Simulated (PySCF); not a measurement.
# C4H6BF: NMR shifts at several levels of theory, part 2 of 2

PySCF 2.14.0. Atoms count from 0. Earlier steps stand in the parts before.

### 8 Nuclear shieldings: OPBE/pcSseg-2

What the job is given:

```
{"job": {"kind": "nmr", "xc": "OPBE", "basis": "pcSseg-2", "pop": false}, "charge": 0, "multiplicity": 1}
C      2.138215     0.280917    -0.908451
C      0.910737    -0.112082    -0.535543
C      0.106574     0.640346     0.409821
C     -1.144277     0.336233     0.837546
B     -1.973620    -0.884421     0.393609
F     -3.207077    -1.026171     0.869785
H      2.732675    -0.294075    -1.622382
H      2.587397     1.194691    -0.505952
H      0.482851    -1.027233    -0.955025
H      0.589561     1.548668     0.795667
H     -1.601268     1.028378     1.555332
H     -1.591225    -1.743384    -0.370138
```

Level: GIAO OPBE/pcSseg-2 NMR shielding, non-relativistic, gas phase.

The log of the run:

```text
coarse grid: 10240 points
cycle   1  E = -280.6289120203  dE =  4.061e-01  |g| = 6.283e-01  |ddm| = 2.398e+00
cycle   2  E = -280.4758062698  dE =  1.531e-01  |g| = 1.107e+00  |ddm| = 1.597e+00
cycle   3  E = -280.7007598856  dE = -2.250e-01  |g| = 2.174e-01  |ddm| = 1.162e+00
cycle   4  E = -280.7109337233  dE = -1.017e-02  |g| = 8.119e-02  |ddm| = 1.914e-01
cycle   5  E = -280.7120160336  dE = -1.082e-03  |g| = 5.975e-02  |ddm| = 9.403e-02
cycle   6  E = -280.7130313434  dE = -1.015e-03  |g| = 5.870e-03  |ddm| = 4.294e-02
cycle   7  E = -280.7130360817  dE = -4.738e-06  |g| = 4.353e-03  |ddm| = 8.286e-03
cycle   8  E = -280.7130408263  dE = -4.745e-06  |g| = 1.538e-03  |ddm| = 3.373e-03
final grid: 99880 points
cycle   9  E = -280.7036273159  dE = -3.402e-04  |g| = 1.973e-02  |ddm| = 1.117e-01
cycle  10  E = -280.7035112152  dE =  1.161e-04  |g| = 3.322e-02  |ddm| = 3.611e-02
cycle  11  E = -280.7036869786  dE = -1.758e-04  |g| = 4.926e-03  |ddm| = 2.204e-02
cycle  12  E = -280.7036923881  dE = -5.410e-06  |g| = 1.385e-03  |ddm| = 4.080e-03
cycle  13  E = -280.7036927197  dE = -3.315e-07  |g| = 8.564e-04  |ddm| = 1.434e-03
cycle  14  E = -280.7036929215  dE = -2.019e-07  |g| = 2.317e-04  |ddm| = 6.462e-04
cycle  15  E = -280.7036929346  dE = -1.304e-08  |g| = 1.225e-04  |ddm| = 2.670e-04
cycle  16  E = -280.7036929389  dE = -4.278e-09  |g| = 2.532e-05  |ddm| = 8.420e-05
cycle  17  E = -280.7036929390  dE = -1.545e-10  |g| = 4.325e-06  |ddm| = 2.213e-05
converged SCF energy = -280.7036929390

GIAO shielding tensors (ppm)
atom      isotropic    diamagn.    paramagn.     s11        s22        s33       span
  0 C       51.701     254.520    -202.819    -50.264     50.099    155.269    205.534
  1 C       42.584     253.589    -211.005    -67.798     35.228    160.321    228.119
  2 C       17.617     255.016    -237.399    -98.272     14.654    136.469    234.741
  3 C       50.702     255.320    -204.617    -51.921     41.816    162.212    214.133
  4 B       55.115     194.206    -139.091     17.001     61.025     87.320     70.319
  5 F      195.244     465.393    -270.149     14.268     91.146    480.317    466.048
  6 H       25.340      29.013      -3.673     23.042     24.977     27.999      4.957
  7 H       25.389      31.134      -5.744     22.466     25.417     28.286      5.820
  8 H       23.163      33.054      -9.891     20.360     21.740     27.389      7.029
  9 H       23.555      32.305      -8.750     19.731     23.031     27.903      8.172
 10 H       25.143      30.634      -5.491     21.978     24.929     28.522      6.544
 11 H       25.241      30.386      -5.145     23.156     25.401     27.166      4.010
```

Wall time 57 s (1 thread of Arm Neoverse V1, shared host); peak memory 0.93 GiB.

This run: δ C2 166.8, C1 141.8, C3 133.7, C0 132.7, H8 8.04, H9 7.64 ppm.

### 9 Nuclear shieldings: KT2/pcSseg-2

The job, as its differences from that of step 8:

```diff
@@ -1,2 +1,2 @@
-{"job": {"kind": "nmr", "xc": "OPBE", "basis": "pcSseg-2", "pop": false}, "charge": 0, "multiplicity": 1}
+{"job": {"kind": "nmr", "xc": "KT2", "basis": "pcSseg-2", "pop": false}, "charge": 0, "multiplicity": 1}
 C      2.138215     0.280917    -0.908451
```

Level: GIAO KT2/pcSseg-2 NMR shielding, non-relativistic, gas phase.

The log of the run:

```text
coarse grid: 10240 points
cycle   1  E = -285.3073061993  dE =  4.517e-01  |g| = 7.306e-01  |ddm| = 2.780e+00
cycle   2  E = -285.0322889669  dE =  2.750e-01  |g| = 1.449e+00  |ddm| = 1.850e+00
cycle   3  E = -285.3961676078  dE = -3.639e-01  |g| = 2.442e-01  |ddm| = 1.422e+00
cycle   4  E = -285.4096601389  dE = -1.349e-02  |g| = 7.313e-02  |ddm| = 2.205e-01
cycle   5  E = -285.4099249837  dE = -2.648e-04  |g| = 6.871e-02  |ddm| = 1.021e-01
cycle   6  E = -285.4113678883  dE = -1.443e-03  |g| = 9.345e-03  |ddm| = 5.594e-02
cycle   7  E = -285.4113834428  dE = -1.555e-05  |g| = 5.916e-03  |ddm| = 1.073e-02
cycle   8  E = -285.4113924476  dE = -9.005e-06  |g| = 1.720e-03  |ddm| = 4.562e-03
final grid: 99880 points
cycle   9  E = -285.4223901573  dE = -3.653e-04  |g| = 2.686e-02  |ddm| = 3.040e-01
cycle  10  E = -285.4219879027  dE =  4.023e-04  |g| = 5.523e-02  |ddm| = 4.483e-02
cycle  11  E = -285.4225003429  dE = -5.124e-04  |g| = 3.648e-03  |ddm| = 3.259e-02
cycle  12  E = -285.4225032944  dE = -2.951e-06  |g| = 1.755e-03  |ddm| = 3.441e-03
cycle  13  E = -285.4225039924  dE = -6.980e-07  |g| = 5.382e-04  |ddm| = 1.515e-03
cycle  14  E = -285.4225040639  dE = -7.148e-08  |g| = 2.615e-04  |ddm| = 6.432e-04
cycle  15  E = -285.4225040826  dE = -1.876e-08  |g| = 6.610e-05  |ddm| = 2.221e-04
cycle  16  E = -285.4225040840  dE = -1.358e-09  |g| = 1.865e-05  |ddm| = 7.138e-05
cycle  17  E = -285.4225040841  dE = -9.874e-11  |g| = 3.349e-06  |ddm| = 1.788e-05
converged SCF energy = -285.4225040841

GIAO shielding tensors (ppm)
atom      isotropic    diamagn.    paramagn.     s11        s22        s33       span
  0 C       54.595     252.290    -197.695    -44.314     55.273    152.826    197.140
  1 C       44.222     256.130    -211.907    -62.649     38.473    156.842    219.491
  2 C       19.068     254.739    -235.671    -93.106     18.574    131.737    224.843
  3 C       52.000     250.647    -198.647    -47.775     45.241    158.535    206.309
  4 B       56.633     194.512    -137.879     19.358     63.561     86.980     67.622
  5 F      193.534     464.150    -270.617     11.176     91.349    478.076    466.900
  6 H       25.573      29.205      -3.632     23.568     24.964     28.187      4.619
  7 H       25.596      30.647      -5.051     22.878     25.509     28.401      5.523
  8 H       23.387      33.427     -10.040     20.935     21.751     27.475      6.540
  9 H       23.820      31.721      -7.900     20.415     23.178     27.868      7.452
 10 H       25.410      30.023      -4.613     22.794     25.036     28.401      5.607
 11 H       25.323      30.314      -4.992     23.088     25.580     27.300      4.212
```

Run time: 57 s. Hardware: 1 thread of Arm Neoverse V1, shared host; peak memory 0.93 GiB.

Key values: δ C2 163.2, C1 138.1, C3 130.3, C0 127.7, H8 7.79, H9 7.36 ppm.

### 10 Shielding tensors: KT3/pcSseg-2

The job, as its differences from that of step 9:

```diff
@@ -1,2 +1,2 @@
-{"job": {"kind": "nmr", "xc": "KT2", "basis": "pcSseg-2", "pop": false}, "charge": 0, "multiplicity": 1}
+{"job": {"kind": "nmr", "xc": "KT3", "basis": "pcSseg-2", "pop": false}, "charge": 0, "multiplicity": 1}
 C      2.138215     0.280917    -0.908451
```

With the program's defaults for keys left out, this is: GIAO KT3/pcSseg-2 NMR shielding, non-relativistic, gas phase.

The log of the run:

```text
coarse grid: 10240 points
cycle   1  E = -284.9474158587  dE =  4.379e-01  |g| = 7.399e-01  |ddm| = 2.638e+00
cycle   2  E = -284.6750570645  dE =  2.724e-01  |g| = 1.439e+00  |ddm| = 1.985e+00
cycle   3  E = -285.0406623976  dE = -3.656e-01  |g| = 2.388e-01  |ddm| = 1.548e+00
cycle   4  E = -285.0534695277  dE = -1.281e-02  |g| = 7.750e-02  |ddm| = 2.165e-01
cycle   5  E = -285.0538219830  dE = -3.525e-04  |g| = 7.139e-02  |ddm| = 1.024e-01
cycle   6  E = -285.0553665492  dE = -1.545e-03  |g| = 8.873e-03  |ddm| = 5.641e-02
cycle   7  E = -285.0553798159  dE = -1.327e-05  |g| = 5.952e-03  |ddm| = 1.019e-02
cycle   8  E = -285.0553890477  dE = -9.232e-06  |g| = 1.730e-03  |ddm| = 4.539e-03
final grid: 99880 points
cycle   9  E = -285.0617812757  dE = -3.334e-04  |g| = 2.609e-02  |ddm| = 2.357e-01
cycle  10  E = -285.0614560761  dE =  3.252e-04  |g| = 5.143e-02  |ddm| = 4.237e-02
cycle  11  E = -285.0618768074  dE = -4.207e-04  |g| = 3.410e-03  |ddm| = 3.046e-02
cycle  12  E = -285.0618794306  dE = -2.623e-06  |g| = 1.641e-03  |ddm| = 3.085e-03
cycle  13  E = -285.0618800484  dE = -6.177e-07  |g| = 5.893e-04  |ddm| = 1.386e-03
cycle  14  E = -285.0618801462  dE = -9.788e-08  |g| = 2.114e-04  |ddm| = 5.307e-04
cycle  15  E = -285.0618801582  dE = -1.191e-08  |g| = 6.075e-05  |ddm| = 1.883e-04
cycle  16  E = -285.0618801592  dE = -1.037e-09  |g| = 1.279e-05  |ddm| = 5.513e-05
cycle  17  E = -285.0618801592  dE = -4.189e-11  |g| = 2.662e-06  |ddm| = 1.232e-05
converged SCF energy = -285.0618801592

GIAO shielding tensors (ppm)
atom      isotropic    diamagn.    paramagn.     s11        s22        s33       span
  0 C       55.472     252.935    -197.463    -43.046     57.473    151.988    195.034
  1 C       44.937     254.930    -209.993    -61.941     40.574    156.179    218.120
  2 C       20.092     254.829    -234.738    -92.450     20.613    132.112    224.562
  3 C       53.153     251.725    -198.572    -45.848     47.356    157.950    203.798
  4 B       57.896     193.904    -136.008     22.218     64.508     86.962     64.744
  5 F      204.666     465.898    -261.232     28.291    111.597    474.111    445.820
  6 H       25.773      29.204      -3.431     23.730     25.182     28.407      4.677
  7 H       25.794      30.999      -5.205     23.079     25.674     28.630      5.551
  8 H       23.604      33.575      -9.971     21.076     22.016     27.720      6.643
  9 H       24.003      31.938      -7.936     20.516     23.376     28.116      7.600
 10 H       25.619      30.237      -4.619     22.933     25.235     28.688      5.755
 11 H       25.645      30.858      -5.213     23.434     25.933     27.569      4.135
```

Wall time 56 s (1 thread of Arm Neoverse V1, shared host); peak memory 0.93 GiB.

Key values: δ C2 161.2, C1 136.4, C3 128.2, C0 125.8, H8 7.75, H9 7.35 ppm.

### 11 Shielding tensors: B97-D/pcSseg-2

The job, as its differences from that of step 10:

```diff
@@ -1,2 +1,2 @@
-{"job": {"kind": "nmr", "xc": "KT3", "basis": "pcSseg-2", "pop": false}, "charge": 0, "multiplicity": 1}
+{"job": {"kind": "nmr", "xc": "B97-D", "basis": "pcSseg-2", "pop": false}, "charge": 0, "multiplicity": 1}
 C      2.138215     0.280917    -0.908451
```

Method: GIAO B97-D/pcSseg-2 NMR shielding, non-relativistic, gas phase.

The log of the run:

```text
coarse grid: 10240 points
cycle   1  E = -280.5759522725  dE =  4.016e-01  |g| = 6.940e-01  |ddm| = 2.397e+00
cycle   2  E = -280.3702837836  dE =  2.057e-01  |g| = 1.291e+00  |ddm| = 1.709e+00
cycle   3  E = -280.6604469314  dE = -2.902e-01  |g| = 2.284e-01  |ddm| = 1.247e+00
cycle   4  E = -280.6715765983  dE = -1.113e-02  |g| = 7.063e-02  |ddm| = 1.917e-01
cycle   5  E = -280.6719335934  dE = -3.570e-04  |g| = 6.418e-02  |ddm| = 9.283e-02
cycle   6  E = -280.6731581546  dE = -1.225e-03  |g| = 7.096e-03  |ddm| = 4.839e-02
cycle   7  E = -280.6731665100  dE = -8.355e-06  |g| = 4.751e-03  |ddm| = 8.641e-03
cycle   8  E = -280.6731722409  dE = -5.731e-06  |g| = 1.492e-03  |ddm| = 3.601e-03
final grid: 99880 points
cycle   9  E = -280.6669916996  dE = -1.806e-04  |g| = 1.964e-02  |ddm| = 1.013e-01
cycle  10  E = -280.6667803876  dE =  2.113e-04  |g| = 4.005e-02  |ddm| = 3.202e-02
cycle  11  E = -280.6670473157  dE = -2.669e-04  |g| = 3.053e-03  |ddm| = 2.376e-02
cycle  12  E = -280.6670495654  dE = -2.250e-06  |g| = 1.128e-03  |ddm| = 2.267e-03
cycle  13  E = -280.6670498332  dE = -2.678e-07  |g| = 2.318e-04  |ddm| = 7.697e-04
cycle  14  E = -280.6670498450  dE = -1.180e-08  |g| = 1.163e-04  |ddm| = 3.049e-04
cycle  15  E = -280.6670498490  dE = -4.025e-09  |g| = 4.752e-05  |ddm| = 1.145e-04
cycle  16  E = -280.6670498496  dE = -5.975e-10  |g| = 1.017e-05  |ddm| = 3.555e-05
converged SCF energy = -280.6670498496

GIAO shielding tensors (ppm)
atom      isotropic    diamagn.    paramagn.     s11        s22        s33       span
  0 C       47.729     252.657    -204.927    -54.569     48.208    149.548    204.116
  1 C       36.752     253.020    -216.268    -74.359     30.584    154.030    228.389
  2 C       11.320     253.053    -241.733   -105.517      9.965    129.511    235.028
  3 C       45.316     252.434    -207.118    -58.049     37.661    156.337    214.386
  4 B       54.310     192.805    -138.495     16.764     61.704     84.463     67.700
  5 F      204.079     464.783    -260.704     28.467    103.694    480.076    451.609
  6 H       25.701      29.700      -3.999     23.478     25.275     28.349      4.871
  7 H       25.710      31.032      -5.322     22.822     25.720     28.586      5.765
  8 H       23.543      32.912      -9.369     20.710     22.150     27.770      7.060
  9 H       23.926      32.498      -8.572     20.136     23.419     28.222      8.086
 10 H       25.546      31.229      -5.683     22.501     25.306     28.831      6.329
 11 H       25.607      30.068      -4.462     23.492     25.747     27.581      4.089
```

It took 54 s on 1 thread of Arm Neoverse V1, shared host; peak memory 0.93 GiB.

In short: δ C2 167.7, C1 142.3, C3 133.7, C0 131.3, H8 7.85, H9 7.47 ppm.

### 12 Nuclear shieldings: B3LYP/pcSseg-2

The job, as its differences from that of step 11:

```diff
@@ -1,2 +1,2 @@
-{"job": {"kind": "nmr", "xc": "B97-D", "basis": "pcSseg-2", "pop": false}, "charge": 0, "multiplicity": 1}
+{"job": {"kind": "nmr", "xc": "B3LYP", "basis": "pcSseg-2", "pop": false}, "charge": 0, "multiplicity": 1}
 C      2.138215     0.280917    -0.908451
```

Level: GIAO B3LYP/pcSseg-2 NMR shielding, non-relativistic, gas phase.

The log of the run:

```text
coarse grid: 10240 points
cycle   1  E = -280.7972118125  dE =  4.915e-01  |g| = 5.894e-01  |ddm| = 2.324e+00
cycle   2  E = -280.7312313499  dE =  6.598e-02  |g| = 8.936e-01  |ddm| = 1.135e+00
cycle   3  E = -280.8624744893  dE = -1.312e-01  |g| = 1.139e-01  |ddm| = 6.787e-01
cycle   4  E = -280.8650326368  dE = -2.558e-03  |g| = 3.017e-02  |ddm| = 8.890e-02
cycle   5  E = -280.8652316988  dE = -1.991e-04  |g| = 1.258e-02  |ddm| = 2.968e-02
cycle   6  E = -280.8652745810  dE = -4.288e-05  |g| = 3.542e-03  |ddm| = 1.147e-02
cycle   7  E = -280.8652776011  dE = -3.020e-06  |g| = 7.117e-04  |ddm| = 2.767e-03
final grid: 99880 points
cycle   8  E = -280.8713841593  dE = -1.054e-04  |g| = 5.850e-03  |ddm| = 5.018e-02
cycle   9  E = -280.8713798958  dE =  4.263e-06  |g| = 6.963e-03  |ddm| = 9.811e-03
cycle  10  E = -280.8713922221  dE = -1.233e-05  |g| = 1.279e-03  |ddm| = 5.518e-03
cycle  11  E = -280.8713925974  dE = -3.753e-07  |g| = 4.466e-04  |ddm| = 1.031e-03
cycle  12  E = -280.8713926450  dE = -4.760e-08  |g| = 8.506e-05  |ddm| = 2.673e-04
cycle  13  E = -280.8713926461  dE = -1.104e-09  |g| = 3.250e-05  |ddm| = 6.351e-05
cycle  14  E = -280.8713926463  dE = -1.847e-10  |g| = 6.844e-06  |ddm| = 2.184e-05
converged SCF energy = -280.8713926463

GIAO shielding tensors (ppm)
atom      isotropic    diamagn.    paramagn.     s11        s22        s33       span
  0 C       42.294     251.287    -208.992    -69.792     46.437    150.239    220.031
  1 C       31.282     251.749    -220.467    -89.248     28.094    154.998    244.246
  2 C        3.364     251.190    -247.826   -124.500      4.126    130.465    254.966
  3 C       39.898     250.936    -211.039    -70.811     33.512    156.992    227.804
  4 B       50.540     191.252    -140.712      7.700     59.513     84.406     76.706
  5 F      208.732     465.187    -256.455     30.306    111.427    484.464    454.158
  6 H       25.655      29.978      -4.323     23.284     25.149     28.533      5.249
  7 H       25.656      31.056      -5.400     22.640     25.555     28.774      6.134
  8 H       23.534      32.715      -9.181     20.475     22.089     28.038      7.563
  9 H       23.836      32.357      -8.521     19.759     23.290     28.459      8.700
 10 H       25.522      31.261      -5.738     22.404     25.140     29.023      6.619
 11 H       25.635      29.866      -4.231     23.468     25.700     27.736      4.268
```

Wall time 39 s (1 thread of Arm Neoverse V1, shared host); peak memory 1.2 GiB.

This run: δ C2 175.8, C1 147.9, C3 139.3, C0 136.9, H8 7.86, H9 7.55 ppm.

### 13 Comparing the runs: NMR shifts

Shifts (ppm) of some atoms, chosen among heavy atoms and hydrogens apart, with basis size and wall time:

```csv
run,C2,C1,C0,C3,H10,H11,F5,functions,time
HF/pcSseg-2,175.7,143.2,135.9,132.5,5.65,5.31,-32.6,300,21 s
LDA/pcSseg-2,180.6,153.9,143.6,146.8,6.19,6.20,-30.3,300,44 s
PBE/pcSseg-2,173.6,147.5,136.7,139.7,6.02,6.03,-37.3,300,54 s
BLYP/pcSseg-2,173.8,147.5,135.1,139.4,5.88,5.91,-42.3,300,54 s
BP86/pcSseg-2,172.9,146.9,136.2,138.9,5.99,5.99,-40.1,300,57 s
OPBE/pcSseg-2,166.8,141.8,132.7,133.7,6.06,5.96,-40.1,300,57 s
KT2/pcSseg-2,163.2,138.1,127.7,130.3,5.77,5.85,-57.2,300,57 s
KT3/pcSseg-2,161.2,136.4,125.8,128.2,5.74,5.71,-57.8,300,56 s
B97-D/pcSseg-2,167.7,142.3,131.3,133.7,5.85,5.79,-49.9,300,54 s
B3LYP/pcSseg-2,175.8,147.9,136.9,139.3,5.87,5.75,-39.0,300,39 s
```

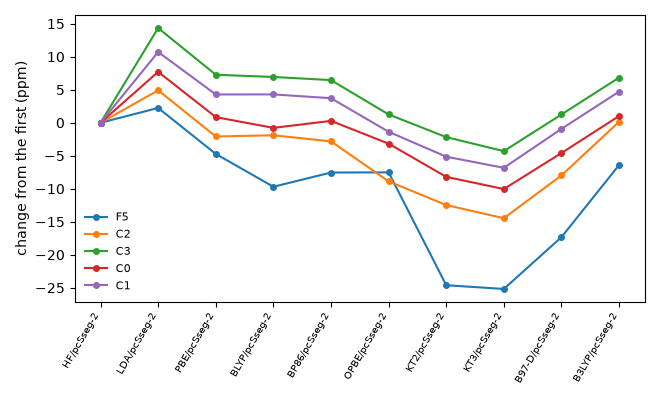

How five of the tabulated atoms move from run to run.

### 14 Results

This closing draws on all 2 parts.

```
                                 quantity                                   value
     rotational constants (main isotopes)                   14.88, 1.43, 1.30 GHz
     13C shifts against TMS (HF/pcSseg-2)          175.7, 143.2, 135.9, 132.5 ppm
      1H shifts against TMS (HF/pcSseg-2)  7.73, 7.69, 5.82, 5.77, 5.65, 5.31 ppm
11B shifts against BF3·OEt2 (HF/pcSseg-2)                                44.3 ppm
   19F shifts against CFCl3 (HF/pcSseg-2)                               -32.6 ppm
                 range of the shift of F5                      -57.8 to -30.3 ppm
```

In words: Single values in the summary come from the first sound run of each kind (HF/pcSseg-2), which need not be the best level. The start of the PBE0/def2-SVP relaxation was shaken at random by about 0.01 Å, so part of the energy gained, and of the first lengths quoted, undoes that. Over 9 steps the energy fell by 0.209 eV; of the close pairs, C2–C3 changed most, 1.298 to 1.356 Å. No frequency check was run at this level, so the end point may be a saddle. At HF/pcSseg-2: Shielding is most anisotropic at F5 (span 381 ppm, paramagnetic term -188 ppm). In ppm, F5 moves most: its shift spreads over 27.4 ppm, from -57.8 (KT3/pcSseg-2) to -30.3 (LDA/pcSseg-2).
